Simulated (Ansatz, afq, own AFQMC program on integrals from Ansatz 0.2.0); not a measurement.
**AlN (triplet): quantum Monte Carlo beside coupled cluster, aug-cc-pVDZ**

Aim: compute AlN (triplet) with auxiliary-field quantum Monte Carlo on the same integrals as coupled cluster, and set the energies side by side.

Method: aug-cc-pVDZ, frozen cores; program: Ansatz 0.2.0, Gaussian basis, and an in-house AFQMC program (afq) on its integrals; all values are calculated.

To be run: PBE (unrestricted); r2SCAN (unrestricted); PBE0 (unrestricted); B3LYP (unrestricted); wB97M-V (unrestricted); B2PLYP (unrestricted); CCSD(T) on UHF; CCSDT(Q) on UHF; Phaseless AFQMC, CISD trial on UHF; Phaseless AFQMC, single-determinant trial on UHF; Free-projection AFQMC, CISD trial on UHF.

7 further runs of the same task are left out: 7 that didn't finish.

## 1. What is computed

The geometry is a PBE0/def2-TZVP stationary point (not a proven minimum).

2 atoms, charge 0, spin multiplicity 3.

Atoms are counted from 1 here; the program's logs count them from 0.

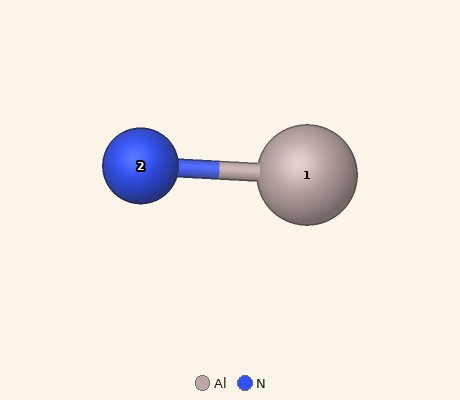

The geometry (aluminium light grey, nitrogen blue); atoms are numbered from 1 in the order of the file.

## 2. PBE (unrestricted)

File in.yaml:

```yaml
crystal:
  periodic: [false, false, false]
  atoms:
    - {symbol: Al, position_ang: [0.000000, 0.000000, 0.000000]}
    - {symbol: N, position_ang: [0.000000, 0.000000, 1.789283]}
basis:
  gaussian: {orbitals: aug-cc-pVDZ}
magnetization: {spin_polarized: true, initial_magnetization: 2}
hamiltonian: {xc: {name: PBE}}
output: {orbitals: {seedname: orbitals}}
```

On the command line:

```
ansatz run in.yaml --threads 1 --pin off --events-out ev --progress --plain --max-ram 1382MiB
```

The program printed:

```text
Functional definition: PBE
  name "PBE"
  cite "Perdew, Burke & Ernzerhof, Phys. Rev. Lett. 77, 3865 (1996) doi:10.1103/PhysRevLett.77.3865"
  parent pbe
  parameter kappa = 0.804
  parameter beta = 0.06672455060314922
  exchange = pbe_x(kappa = kappa, mu = beta*pi^2/3)
  correlation = pbe_c(beta = beta)
542 factors; their error is unknown
mean field evaluation 1: about -8064.6757 eV, gradient 4.6e1 eV
mean field evaluation 2: about -7931.1731 eV, gradient 9.9e1 eV
mean field evaluation 4: about -8073.2762 eV, gradient 2.5e1 eV
mean field evaluation 8: about -8077.7340 eV, gradient 4.3e-2 eV
mean field evaluation 16: about -8077.7100 eV, gradient 2.0e-5 eV
mean field evaluation 32: about -8077.7100 eV, gradient 2.5e-6 eV
mean field -8077.71001629 eV, -296.8503678301 hartree, gradient 2.0e-5 eV, S^2 2.014739; 6 other end points of the search recorded, 0 dependent functions left out
reference -8077.71004996 eV, -296.8503690674 hartree; 11, 9 occupied and 39, 41 virtual orbitals, 542 factors
Total energy: -8077.71004996 eV, -296.8503690674 hartree
```

Wall time 2.6 s (1 thread of AMD EPYC 7R43 (Zen 3), shared host).

From the report: ⟨S²⟩ of the determinant 2.015 (pure triplet: 2.00).

## 3. r2SCAN (unrestricted)

in.yaml, as its differences from that of step 2:

```diff
@@ -8,3 +8,2 @@
 magnetization: {spin_polarized: true, initial_magnetization: 2}
-hamiltonian: {xc: {name: PBE}}
-output: {orbitals: {seedname: orbitals}}
+hamiltonian: {xc: {name: r2SCAN}}
```

Same command.

The program printed:

```text
Functional definition: r2SCAN
  name "r2SCAN"
  cite "Furness, Kaplan, Ning, Perdew & Sun, J. Phys. Chem. Lett. 11, 8208 (2020) doi:10.1021/acs.jpclett.0c02405"
  cite "Furness, Kaplan, Ning, Perdew & Sun, J. Phys. Chem. Lett. 11, 9248 (2020) doi:10.1021/acs.jpclett.0c03077"
  parent r2scan
  parameter k0 = 0.174
  parameter k1 = 0.065
  parameter a1 = 4.9479
  exchange = r2scan_x(k0 = k0, k1 = k1, a1 = a1)
  correlation = r2scan_c
542 factors; their error is unknown
mean field evaluation 1: about -8070.3113 eV, gradient 4.3e1 eV
mean field evaluation 2: about -7953.4065 eV, gradient 9.3e1 eV
mean field evaluation 4: about -8078.1936 eV, gradient 2.2e1 eV
mean field evaluation 8: about -8081.5253 eV, gradient 1.3e-1 eV
mean field evaluation 16: about -8081.5041 eV, gradient 5.9e-4 eV
mean field evaluation 32: about -8081.1479 eV, gradient 4.9e-1 eV
mean field -8081.50411898 eV, -296.9897985322 hartree, gradient 6.0e-6 eV, S^2 2.040035; 6 other end points of the search recorded, 0 dependent functions left out
reference -8081.50413396 eV, -296.9897990828 hartree; 11, 9 occupied and 39, 41 virtual orbitals, 542 factors
Total energy: -8081.50413396 eV, -296.9897990828 hartree
```

It took 6 s on 1 thread of AMD EPYC 7R43 (Zen 3), shared host.

From the report: ⟨S²⟩ of the determinant 2.040 (pure triplet: 2.00).

## 4. PBE0 (unrestricted)

in.yaml, as its differences from that of step 3:

```diff
@@ -8,2 +8,3 @@
 magnetization: {spin_polarized: true, initial_magnetization: 2}
-hamiltonian: {xc: {name: r2SCAN}}
+hamiltonian: {xc: {name: PBE0}}
+output: {orbitals: {seedname: orbitals}}
```

The command is unchanged.

The program printed:

```text
Functional definition: PBE0
  name "PBE0"
  cite "Adamo & Barone, J. Chem. Phys. 110, 6158 (1999) doi:10.1063/1.478522"
  cite "Perdew, Burke & Ernzerhof, Phys. Rev. Lett. 77, 3865 (1996) doi:10.1103/PhysRevLett.77.3865"
  parent pbe
  parameter a = 0.25
  parameter kappa = 0.804
  parameter beta = 0.06672455060314922
  exchange = (1 - a)*pbe_x(kappa = kappa, mu = beta*pi^2/3) + a*exact_x
  correlation = pbe_c(beta = beta)
503 factors; integrals over basis functions are off by at most 8.0e-4 eV
mean field evaluation 1: about -8068.9980 eV, gradient 3.9e1 eV
mean field evaluation 2: about -7974.4761 eV, gradient 9.1e1 eV
mean field evaluation 4: about -8077.9040 eV, gradient 5.4e0 eV
mean field evaluation 8: about -8078.1859 eV, gradient 1.9e-1 eV
mean field evaluation 16: about -8078.1856 eV, gradient 1.2e-4 eV
mean field -8078.18563906 eV, -296.8678466444 hartree, gradient 5.1e-6 eV, S^2 2.028964; 1 other end points of the search recorded, 0 dependent functions left out
reference -8078.18566519 eV, -296.8678476049 hartree; 11, 9 occupied and 39, 41 virtual orbitals, 503 factors
Total energy: -8078.18566519 eV, -296.8678476049 hartree
```

Wall time 2.2 s (1 thread of AMD EPYC 7R43 (Zen 3), shared host).

From the report: ⟨S²⟩ of the determinant 2.029 (pure triplet: 2.00).

## 5. B3LYP (unrestricted)

in.yaml, as its differences from that of step 4:

```diff
@@ -8,3 +8,2 @@
 magnetization: {spin_polarized: true, initial_magnetization: 2}
-hamiltonian: {xc: {name: PBE0}}
-output: {orbitals: {seedname: orbitals}}
+hamiltonian: {xc: {name: B3LYP}}
```

Same command.

The program printed (excerpt; [...] marks lines left out):

```text
Functional definition: B3LYP
  name "B3LYP"
  cite "Stephens, Devlin, Chabalowski & Frisch, J. Phys. Chem. 98, 11623 (1994) doi:10.1021/j100096a001"
  cite "Becke, Phys. Rev. A 38, 3098 (1988) doi:10.1103/PhysRevA.38.3098"
  cite "Lee, Yang & Parr, Phys. Rev. B 37, 785 (1988) doi:10.1103/PhysRevB.37.785"
  cite "Vosko, Wilk & Nusair, Can. J. Phys. 58, 1200 (1980) doi:10.1139/p80-159"
[...]
503 factors; integrals over basis functions are off by at most 8.0e-4 eV
[...]
mean field -8083.67795521 eV, -297.0696855401 hartree, gradient 1.4e-6 eV, S^2 2.023232; 1 other end points of the search recorded, 0 dependent functions left out
reference -8083.67814044 eV, -297.0696923474 hartree; 11, 9 occupied and 39, 41 virtual orbitals, 503 factors
Total energy: -8083.67814044 eV, -297.0696923474 hartree
```

It took 2.4 s on 1 thread of AMD EPYC 7R43 (Zen 3), shared host.

From the report: ⟨S²⟩ of the determinant 2.023 (pure triplet: 2.00).

## 6. wB97M-V (unrestricted)

in.yaml, as its differences from that of step 5:

```diff
@@ -8,2 +8,3 @@
 magnetization: {spin_polarized: true, initial_magnetization: 2}
-hamiltonian: {xc: {name: B3LYP}}
+hamiltonian: {xc: {name: wB97M-V}}
+output: {orbitals: {seedname: orbitals}}
```

Launched as before.

The program printed (excerpt; [...] marks lines left out):

```text
Functional definition: wB97M-V
  name "wB97M-V"
  cite "Mardirossian & Head-Gordon, J. Chem. Phys. 144, 214110 (2016) doi:10.1063/1.4952647"
  cite "Becke, J. Chem. Phys. 107, 8554 (1997) doi:10.1063/1.475007"
  cite "Vydrov & Van Voorhis, J. Chem. Phys. 133, 244103 (2010) doi:10.1063/1.3521275"
  # Of w^i u^j: cxij and so on, Table III.
[...]
  gx(w, u) = 1 - cx + cx01*u + cx10*w
  gss(w, u) = css00 + css04*u^4 + css10*w + css20*w^2 + css43*w^4*u^3
  gos(w, u) = cos00 + cos10*w + (cos20 + cos21*u)*w^2 + (cos60 + cos61*u)*w^6
[...]
      + integral(e_c_pw_mod_opposite_spin*gos(b97_w_opposite, b97_u_opposite)) + vv10(b, c)
503 factors; integrals over basis functions are off by at most 8.0e-4 eV
208 factors; integrals over basis functions are off by at most 1.9e-5 eV
[...]
mean field -8082.31450340 eV, -297.0195796103 hartree, gradient 3.5e-6 eV, S^2 2.025316; 5 other end points of the search recorded, 0 dependent functions left out
reference -8082.31454738 eV, -297.0195812266 hartree; 11, 9 occupied and 39, 41 virtual orbitals, 503 factors
Total energy: -8082.31454738 eV, -297.0195812266 hartree
```

Run time: 18 s. Hardware: 1 thread of AMD EPYC 7R43 (Zen 3), shared host.

From the report: ⟨S²⟩ of the determinant 2.025 (pure triplet: 2.00).

## 7. B2PLYP (unrestricted)

in.yaml, as its differences from that of step 6:

```diff
@@ -8,3 +8,3 @@
 magnetization: {spin_polarized: true, initial_magnetization: 2}
-hamiltonian: {xc: {name: wB97M-V}}
-output: {orbitals: {seedname: orbitals}}
+hamiltonian: {xc: {name: B2PLYP}}
+correlation: {electrons: outside_noble_gas}
```

Launched as before.

The program printed (excerpt; [...] marks lines left out):

```text
Functional definition: B2PLYP
  name "B2PLYP"
  cite "Grimme, J. Chem. Phys. 124, 034108 (2006) doi:10.1063/1.2148954"
  cite "Becke, Phys. Rev. A 38, 3098 (1988) doi:10.1103/PhysRevA.38.3098"
  cite "Lee, Yang & Parr, Phys. Rev. B 37, 785 (1988) doi:10.1103/PhysRevB.37.785"
[...]
503 factors; integrals over basis functions are off by at most 8.0e-4 eV
[...]
mean field -8077.10049003 eV, -296.8279681532 hartree, gradient 2.4e-6 eV, S^2 2.043688; 12 other end points of the search recorded, 0 dependent functions left out
6 core orbitals not correlated: weight in the atoms' cores, before any rotation towards them, 1.000 or more for the frozen orbitals, at most 0.000 for the correlated occupied ones
reference -8077.10060869 eV, -296.8279725140 hartree; 5, 3 occupied and 39, 41 virtual orbitals, 503 factors
second order -5.00863108 eV of doubles, -0.00000000 eV of singles
Total energy: -8078.45293908 eV, -296.8776697392 hartree
```

It took 12 s on 1 thread of AMD EPYC 7R43 (Zen 3), shared host.

From the report: ⟨S²⟩ of the determinant 2.044 (pure triplet: 2.00).

## 8. CCSD(T) on UHF

in.yaml, as its differences from that of step 7:

```diff
@@ -8,3 +8,2 @@
 magnetization: {spin_polarized: true, initial_magnetization: 2}
-hamiltonian: {xc: {name: B2PLYP}}
-correlation: {electrons: outside_noble_gas}
+correlation: {method: ccsd_t, electrons: outside_noble_gas, hamiltonian_folder: ham}
```

Launched as before.

The program printed (excerpt; [...] marks lines left out):

```text
Functional definition: HF
  name "HF"
  cite "Fock, Z. Phys. 61, 126 (1930) doi:10.1007/BF01340294"
  parent pbe
[...]
503 factors; integrals over basis functions are off by at most 8.0e-4 eV
[...]
mean field -8062.55144723 eV, -296.2933006921 hartree, gradient 9.4e-7 eV, S^2 2.142380; 16 other end points of the search recorded, 0 dependent functions left out
determinant -8062.55144723 eV, -296.2933006921 hartree, with singles and doubles -8067.27983695 eV, -296.4670658091 hartree
determinant -8062.53844692 eV, -296.2928229395 hartree, with singles and doubles -8067.28729382 eV, -296.4673398441 hartree
determinant -8062.13595840 eV, -296.2780317591 hartree, with singles and doubles -8067.29625922 eV, -296.4676693166 hartree
determinant -8059.87270933 eV, -296.1948588899 hartree, with singles and doubles -8063.96687857 eV, -296.3453168344 hartree
determinant -8059.18189604 eV, -296.1694719698 hartree, with singles and doubles -8064.19121786 eV, -296.3535611510 hartree
determinant -8062.55144723 eV, -296.2933006921 hartree, with singles and doubles -8067.28927678 eV, -296.4674127167 hartree
determinant -8062.53844692 eV, -296.2928229395 hartree, with singles and doubles -8067.28971712 eV, -296.4674288986 hartree
determinant -8062.13595840 eV, -296.2780317591 hartree, with singles and doubles -8067.31588519 eV, -296.4683905577 hartree
6 core orbitals not correlated: weight in the atoms' cores, before any rotation towards them, 1.000 or more for the frozen orbitals, at most 0.000 for the correlated occupied ones
reference -8062.13595840 eV, -296.2780317591 hartree; 5, 3 occupied and 39, 41 virtual orbitals, 503 factors
second order -4.23651653 eV of doubles, -0.00000000 eV of singles
cycle   1  -5.17992725 eV  change   -4.6e-7 eV  update   3.4e-6
perturbative correction -0.21311277 eV, -0.0078317498 hartree
Total energy: -8067.52899842 eV, -296.4762223242 hartree
```

It took 12 s on 1 thread of AMD EPYC 7R43 (Zen 3), shared host.

From the report: ⟨S²⟩ of the determinant 2.080 (pure triplet: 2.00); correlation -5.3930 eV; T1 0.061; largest double amplitude 0.07.

This run also writes the integrals to the folder ham.

(Part 1 of 2 ends here.)
